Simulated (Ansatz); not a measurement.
```xyz
5

Ga   -0.1210    0.7287    0.2385
Ga    3.6215   -0.7217   -1.1357
P     2.2550    1.0688   -0.1982
P     1.1748   -0.1179   -1.8879
H     1.1593    0.8610   -2.9632
```

Geometry: BLYP-D3(BJ)/def2-SVPD.

Computed with Ansatz, isolated molecule in a Gaussian basis; Kohn-Sham density functional theory, functional PBE0.

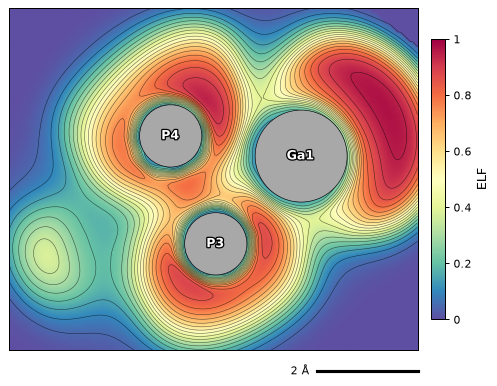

Ga2HP2 (charge −1). Electron localisation function on the plane of atoms Ga1, P3 and P4. Grey discs cover the atomic cores.

Read the bonding off the picture.

The section cuts through Ga and P sites. P–P (2.33 Å): the ELF peaks at about 0.80 between the atoms; localised, covalent bonding. Ga–P (2.44 Å): the ELF peaks at about 0.75 in the valence shell of P, 1.0 Å from its nucleus, and is about 0.60 at the midpoint. Ga–P (2.63 Å): the ELF peaks at about 0.80 in the valence shell of P, 1.0 Å from its nucleus, and is about 0.55 at the midpoint.
